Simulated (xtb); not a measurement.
CH₄ClFSi: geometry relaxation (part 1 of 3)

The run: geometry relaxation of CH₄ClFSi, SMILES C[SiH](F)Cl. Method and program: GFN2-xTB (xtb 6.7.1).

The geometry comes from this level: PBE0-D4/def2-TZVP.

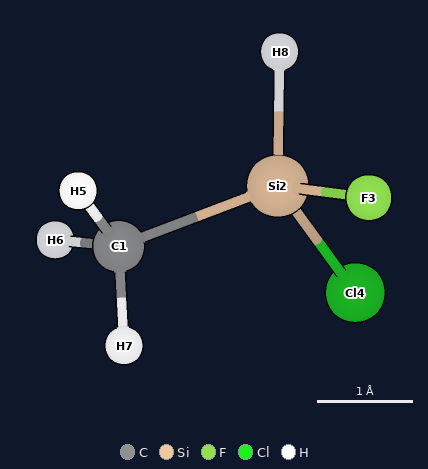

Figure 1. The starting structure (ball-and-stick view, seen at a tilt; atoms are numbered from 1 in the order of the input).

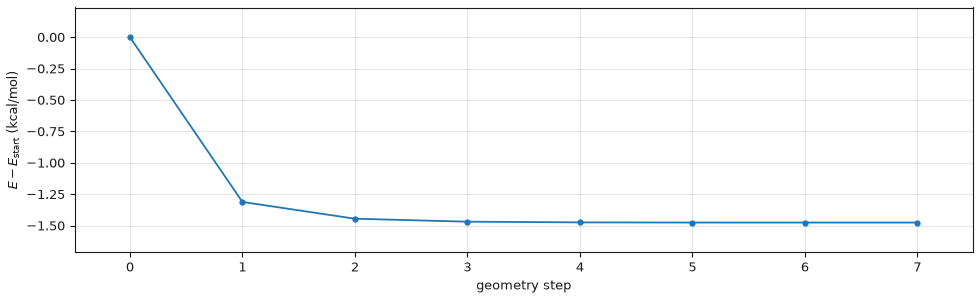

Figure 2. Progress of the relaxation, step by step (steps are counted from 0).

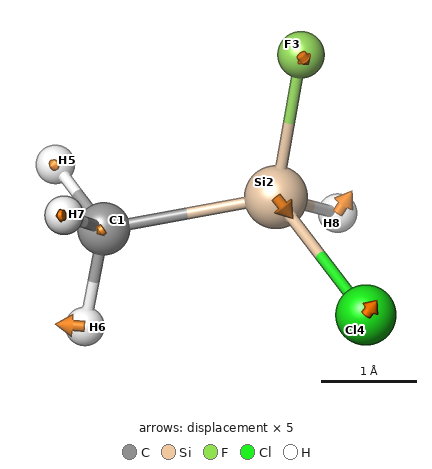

Figure 3. The starting structure with the displacements as orange arrows, magnified 5 times (ball-and-stick view, seen at a tilt). The two geometries are laid on each other by the best rigid fit. The energy falls by 1.48 kcal/mol in 7 geometry steps. H6 moves most after the best rigid fit: 0.065 Å. By element the largest moves are H 0.065 Å, Si 0.061 Å, Cl 0.042 Å, F 0.030 Å, C 0.019 Å. Distances before and after: C1–Si2 1.843 → 1.889 Å, Si2–Cl4 2.046 → 2.005 Å, Si2–H8 1.477 → 1.450 Å, Si2–F3 1.594 → 1.613 Å. Among the angles that change: Cl4–Si2–H8 107.7° → 111.3°, F3–Si2–H8 107.4° → 103.9°, C1–Si2–F3 109.4° → 107.3°. (Atoms are counted from 1 in the order of the input.)

These pictures come from the run below.

**The input (input.xyz)**
```
8
CH4ClFSi
C     -0.27670000     0.95830000     0.08380000
Si     0.36400000    -0.76180000    -0.08420000
F      0.84600000    -1.29000000     1.34020000
Cl    -1.12000000    -2.01010000    -0.73550000
H      0.50980000     1.62130000     0.45320000
H     -0.62060000     1.33280000    -0.88290000
H     -1.11500000     0.98830000     0.78320000
H      1.50460000    -0.89590000    -1.01360000
```

Run as:
```bash
xtb input.xyz -c 0 -o vtight > xtb.out
```

**Log**
```
* xtb version 6.7.1
   ID    Z sym.   atoms
    1    6 C      1
    2   14 Si     2
    3    9 F      3
    4   17 Cl     4
    5    1 H      5-8

           -------------------------------------------------
          |                Calculation Setup                |
           -------------------------------------------------

          program call               : xtb input.xyz -c 0 -o vtight
          coordinate file            : input.xyz
          omp threads                :                     1

           -------------------------------------------------
          |                 G F N 2 - x T B                 |
           -------------------------------------------------

      * Hamiltonian:
        H0-scaling (s, p, d)           1.850000    2.230000    2.230000
        zeta-weighting                 0.500000
      * Dispersion:
        s8                             2.700000
        a1                             0.520000
        a2                             5.000000
        s9                             5.000000
      * Repulsion:
        kExp                           1.500000    1.000000
        rExp                           1.000000
      * Coulomb:
        alpha                          2.000000
        third order                    shell-resolved
        anisotropic                    true
        a3                             3.000000
        a5                             4.000000
        cn-shift                       1.200000
        cn-exp                         4.000000
        max-rad                        5.000000

          ...................................................
          :                      SETUP                      :
          :.................................................:
          :  # basis functions                  32          :
          :  # atomic orbitals                  30          :
          :  # shells                           14          :
          :  # electrons                        26          :
          :  max. iterations                   250          :
          :  Hamiltonian                  GFN2-xTB          :
          :  restarted?                      false          :
          :  GBSA solvation                  false          :
          :  PC potential                    false          :
          :  electronic temp.          300.0000000     K    :
          :  accuracy                    1.0000000          :
          :  -> integral cutoff          0.2500000E+02      :
          :  -> integral neglect         0.1000000E-07      :
          :  -> SCF convergence          0.1000000E-05 Eh   :
          :  -> wf. convergence          0.1000000E-03 e    :
          :  Broyden damping             0.4000000          :
          :  net charge                          0          :
          :  unpaired electrons                  0          :
          ...................................................

 iter      E             dE          RMSdq      gap      omega  full diag
   1    -15.2991506 -0.152992E+02  0.652E+00    7.81       0.0  T
   2    -15.3767073 -0.775567E-01  0.261E+00    6.45       1.0  T
   3    -15.3814067 -0.469941E-02  0.209E+00    6.96       1.0  T
   4    -15.3884647 -0.705796E-02  0.904E-01    6.56       1.0  T
   5    -15.3873358  0.112892E-02  0.688E-01    6.78       1.0  T
   6    -15.3886773 -0.134156E-02  0.139E-01    6.65       1.0  T
   7    -15.3886966 -0.192498E-04  0.365E-02    6.63       1.0  T
   8    -15.3886940  0.258157E-05  0.317E-02    6.64       1.1  T
   9    -15.3886967 -0.267701E-05  0.131E-02    6.63       2.7  T
  10    -15.3886972 -0.515449E-06  0.607E-03    6.63       5.8  T
  11    -15.3886973 -0.123826E-06  0.309E-03    6.63      11.5  T
  12    -15.3886973 -0.155852E-07  0.976E-04    6.63      36.2  T
  13    -15.3886973 -0.147793E-08  0.442E-04    6.63      80.1  T

   *** convergence criteria satisfied after 13 iterations ***

         #    Occupation            Energy/Eh            Energy/eV
      -------------------------------------------------------------
         1        2.0000           -1.0545753             -28.6965
       ...           ...                  ...                  ...
         7        2.0000           -0.5202813             -14.1576
         8        2.0000           -0.4908892             -13.3578
         9        2.0000           -0.4874210             -13.2634
        10        2.0000           -0.4554037             -12.3922
        11        2.0000           -0.4496650             -12.2360
        12        2.0000           -0.4356593             -11.8549
        13        2.0000           -0.4252974             -11.5729 (HOMO)
        14                         -0.1816592              -4.9432 (LUMO)
        15                         -0.1743103              -4.7432
        16                         -0.1433371              -3.9004
        17                         -0.0300311              -0.8172
        18                         -0.0221675              -0.6032
       ...                                ...                  ...
        30                          0.9006369              24.5076
      -------------------------------------------------------------
                  HL-Gap            0.2436383 Eh            6.6297 eV
             Fermi-level           -0.3034783 Eh           -8.2581 eV

 SCC (total)                   0 d,  0 h,  0 min,  0.006 sec
 SCC setup                      ...        0 min,  0.000 sec (  1.410%)
 Dispersion                     ...        0 min,  0.000 sec (  0.588%)
 classical contributions        ...        0 min,  0.000 sec (  0.208%)
 integral evaluation            ...        0 min,  0.001 sec ( 14.611%)
 iterations                     ...        0 min,  0.003 sec ( 52.745%)
 molecular gradient             ...        0 min,  0.002 sec ( 28.786%)
 printout                       ...        0 min,  0.000 sec (  1.527%)

         :::::::::::::::::::::::::::::::::::::::::::::::::::::
         ::                     SUMMARY                     ::
         :::::::::::::::::::::::::::::::::::::::::::::::::::::
         :: total energy             -15.294222378308 Eh    ::
         :: gradient norm              0.041156592730 Eh/a0 ::
         :: HOMO-LUMO gap              6.629735216605 eV    ::
         ::.................................................::
         :: SCC energy               -15.388695188774 Eh    ::
         :: -> isotropic ES            0.033576733499 Eh    ::
         :: -> anisotropic ES          0.000621188654 Eh    ::
         :: -> anisotropic XC          0.001897709048 Eh    ::
         :: -> dispersion             -0.004369623558 Eh    ::
         :: repulsion energy           0.094472810466 Eh    ::
         :: add. restraining           0.000000000000 Eh    ::
         :: total charge               0.000000000000 e     ::
         :::::::::::::::::::::::::::::::::::::::::::::::::::::

      -----------------------------------------------------------
     |                   =====================                   |
     |                        A N C O P T                        |
     |                   =====================                   |
     |               Approximate Normal Coordinate               |
     |                Rational Function Optimizer                |
      -----------------------------------------------------------
      -----------------------------------------------------------
     |                   =====================                   |
     |                        A N C O P T                        |
     |                   =====================                   |
     |               Approximate Normal Coordinate               |
     |                Rational Function Optimizer                |
      -----------------------------------------------------------

          ...................................................
          :                      SETUP                      :
          :.................................................:
          :   optimization level         verytight          :
          :   max. optcycles                   200          :
          :   ANC micro-cycles                  20          :
          :   degrees of freedom                18          :
          :.................................................:
          :   RF solver                   davidson          :
          :   write xtbopt.log                true          :
          :   linear?                        false          :
          :   energy convergence         0.1000000E-06 Eh   :
          :   grad. convergence          0.2000000E-03 Eh/α :
          :   maxmium RF displ.          1.0000000          :
          :   Hlow (freq-cutoff)         0.1000000E-01      :
          :   Hmax (freq-cutoff)         5.0000000          :
          :   S6 in model hess.         20.0000000          :
          ...................................................

generating ANC from exact Hessian ...
Using Lindh-Hessian (1995)
 Shifting diagonal of input Hessian by    3.3340288729701356E-003
 Lowest  eigenvalues of input Hessian
    0.000000    0.000000    0.000000    0.000000    0.000000    0.000000
    0.010000    0.011968    0.017064    0.026604    0.036691    0.048072
    0.064288    0.067357    0.118570    0.125195    0.128127    0.247796
 Highest eigenvalues
    0.432033    0.536974    0.998461    1.078518    1.088183    1.696500

........................................................................
.............................. CYCLE    1 ..............................
........................................................................

 iter      E             dE          RMSdq      gap      omega  full diag
   1    -15.3886973 -0.153887E+02  0.296E-04    6.63       0.0  T
   2    -15.3886973 -0.497646E-10  0.243E-04    6.63     145.5  T
   3    -15.3886973 -0.556426E-10  0.146E-04    6.63     242.4  T
     SCC iter.                  ...        0 min,  0.001 sec
     gradient                   ...        0 min,  0.002 sec
 * total energy  :   -15.2942224 Eh     change       -0.7103598E-09 Eh
   gradient norm :     0.0411596 Eh/α   predicted     0.0000000E+00 (-100.00%)
   displ. norm   :     0.1854629 α      lambda       -0.3557588E-02
   maximum displ.:     0.1010116 α      in ANC's #4, #5, #6, ...

........................................................................
.............................. CYCLE    2 ..............................
........................................................................

 iter      E             dE          RMSdq      gap      omega  full diag
   1    -15.3909667 -0.153910E+02  0.733E-01    6.59       0.0  T
   2    -15.3910284 -0.617370E-04  0.429E-01    6.64       1.0  T
   3    -15.3910202  0.819728E-05  0.145E-01    6.64       1.0  T
   4    -15.3910307 -0.104683E-04  0.514E-02    6.67       1.0  T
   5    -15.3910446 -0.139131E-04  0.307E-02    6.65       1.2  T
   6    -15.3910452 -0.610539E-06  0.185E-02    6.65       1.9  T
   7    -15.3910458 -0.558637E-06  0.922E-03    6.65       3.8  T
   8    -15.3910460 -0.270026E-06  0.388E-03    6.65       9.1  T
   9    -15.3910461 -0.192566E-07  0.244E-03    6.65      14.5  T
  10    -15.3910461 -0.650539E-08  0.105E-03    6.65      33.6  T
  11    -15.3910461 -0.186138E-08  0.495E-04    6.65      71.5  T
  12    -15.3910461 -0.544025E-09  0.155E-04    6.65     228.1  T
     SCC iter.                  ...        0 min,  0.002 sec
     gradient                   ...        0 min,  0.002 sec
 * total energy  :   -15.2963122 Eh     change       -0.2089841E-02 Eh
   gradient norm :     0.0147677 Eh/α   predicted    -0.1839979E-02 ( -11.96%)
   displ. norm   :     0.0557444 α      lambda       -0.3545647E-03
   maximum displ.:     0.0280539 α      in ANC's #1, #4, #7, ...

........................................................................
.............................. CYCLE    3 ..............................
........................................................................

 iter      E             dE          RMSdq      gap      omega  full diag
   1    -15.3912786 -0.153913E+02  0.250E-01    6.61       0.0  T
   2    -15.3912888 -0.102424E-04  0.128E-01    6.63       1.0  T
   3    -15.3912886  0.203213E-06  0.585E-02    6.63       1.0  T
   4    -15.3912891 -0.480838E-06  0.202E-02    6.64       1.7  T
   5    -15.3912909 -0.183480E-05  0.882E-03    6.64       4.0  T
   6    -15.3912910 -0.190465E-07  0.561E-03    6.64       6.3  T
   7    -15.3912910 -0.376901E-07  0.187E-03    6.64      18.9  T
   8    -15.3912910 -0.920103E-08  0.942E-04    6.64      37.5  T
   9    -15.3912910 -0.263999E-08  0.544E-04    6.64      65.0  T
     SCC iter.                  ...        0 min,  0.002 sec
     gradient                   ...        0 min,  0.002 sec
 * total energy  :   -15.2965250 Eh     change       -0.2127818E-03 Eh
   gradient norm :     0.0059686 Eh/α   predicted    -0.1778349E-03 ( -16.42%)
   displ. norm   :     0.0337720 α      lambda       -0.6499453E-04
   maximum displ.:     0.0186631 α      in ANC's #5, #4, #1, ...

........................................................................
.............................. CYCLE    4 ..............................
........................................................................

 iter      E             dE          RMSdq      gap      omega  full diag
   1    -15.3907341 -0.153907E+02  0.139E-01    6.59       0.0  T
   2    -15.3907359 -0.176274E-05  0.820E-02    6.60       1.0  T
   3    -15.3907359 -0.354199E-07  0.267E-02    6.60       1.3  T
   4    -15.3907359  0.282562E-07  0.122E-02    6.60       2.9  T
   5    -15.3907363 -0.471129E-06  0.351E-03    6.60      10.1  T
   6    -15.3907364 -0.140491E-07  0.239E-03    6.60      14.8  T
   7    -15.3907364 -0.112941E-07  0.163E-03    6.60      21.7  T
   8    -15.3907364 -0.843843E-08  0.561E-04    6.60      63.0  T
   9    -15.3907364 -0.628628E-09  0.286E-04    6.60     123.7  T
     SCC iter.                  ...        0 min,  0.002 sec
     gradient                   ...        0 min,  0.002 sec
 * total energy  :   -15.2965627 Eh     change       -0.3770352E-04 Eh
   gradient norm :     0.0029068 Eh/α   predicted    -0.3253627E-04 ( -13.70%)
   displ. norm   :     0.0231697 α      lambda       -0.1660147E-04
   maximum displ.:     0.0165357 α      in ANC's #3, #1, #5, ...

........................................................................
.............................. CYCLE    5 ..............................
........................................................................
```
